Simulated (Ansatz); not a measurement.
**A computed series for HgTe: response to strain**

The reference is HgTe in the zinc blende structure (space group F-43m, No. 216; a = 6.5099 Å). Axes: x, y, z lie along the cube axes.

Strains are applied to the cell and any free atomic positions relax; under biaxial strain the out-of-plane vector relaxes too.

Calculations: PBEsol (Ansatz, a quantum-chemistry and plane-wave program; PAW; 420 eV plane waves; without spin-orbit coupling), earlier PAW set.

Notes on the quantities. energy relative to the base: free energy F.

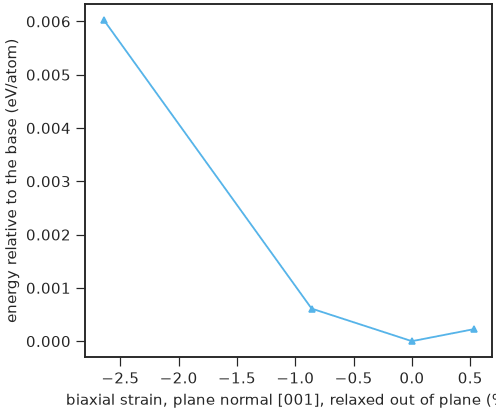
Energy relative to the base against biaxial strain, plane normal [001], relaxed out of plane

| biaxial strain, plane normal [001], relaxed out of plane (%) | energy relative to the base |
|---|---|
| -2.64 | +6.0 meV/atom |
| -0.86 | +0.6 meV/atom |
| 0.53 | +0.2 meV/atom |

A case with no gap was solved on a k-mesh chosen for an insulator, which is coarse for it. Stability against distortions was not tested. The final runs are not spin-polarised.
